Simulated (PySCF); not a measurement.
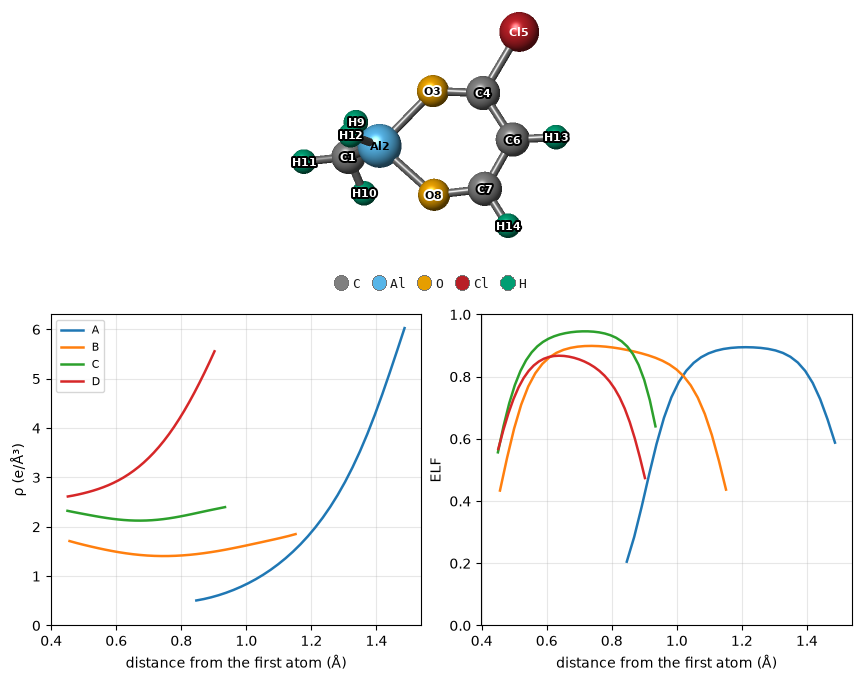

The picture shows: C4H6AlClO2. Electron density and electron localisation function along straight lines between neighbouring atoms. The curves leave out the atomic cores. The structure is drawn too.

Geometry: GFN2-xTB.

Computed with PySCF 2.14.0, PBE0/pcSseg-1, SCF density, gas phase, non-relativistic.

```yaml
atoms:
  - { symbol: C, position_ang: [2.5269, 0.3805, 0.0796] }
  - { symbol: Al, position_ang: [0.8784, -0.0786, -0.9317] }
  - { symbol: O, position_ang: [-0.4781, 1.1197, -0.4813] }
  - { symbol: C, position_ang: [-1.5751, 0.9310, 0.0746] }
  - { symbol: Cl, position_ang: [-2.5835, 2.3271, 0.3069] }
  - { symbol: C, position_ang: [-2.0630, -0.2903, 0.5324] }
  - { symbol: C, position_ang: [-1.2591, -1.4074, 0.3846] }
  - { symbol: O, position_ang: [-0.1056, -1.3990, -0.1350] }
  - { symbol: H, position_ang: [2.5239, 1.4030, 0.4739] }
  - { symbol: H, position_ang: [2.7218, -0.2727, 0.9378] }
  - { symbol: H, position_ang: [3.4071, 0.3082, -0.5641] }
  - { symbol: H, position_ang: [0.6730, -0.2930, -2.4384] }
  - { symbol: H, position_ang: [-3.0317, -0.3573, 0.9919] }
  - { symbol: H, position_ang: [-1.6357, -2.3715, 0.7465] }
```

Which curve belongs to which contact (Al–O, C–C, C–Cl and C–O)? The first atom named is at distance zero.

Curve A: Al–O (1.83 Å): the density is about 0.61 e/Å³ at the midpoint; the ELF peaks at about 0.90 in the valence shell of O, 0.6 Å from its nucleus, and is about 0.50 at the midpoint. Curve B: C–Cl (1.74 Å): the density is about 1.5 e/Å³ at the midpoint; the ELF peaks at about 0.90 between the atoms (a shared electron pair). Curve C: C–C (1.38 Å): ρ at the midpoint is about 2.1 e/Å³; the ELF peaks at about 0.95 between the atoms; a covalent bond. Curve D: C–O (1.24 Å): ρ is about 3 e/Å³ halfway; the ELF peaks at about 0.85 between the atoms, as expected for a short, strongly polar bond.
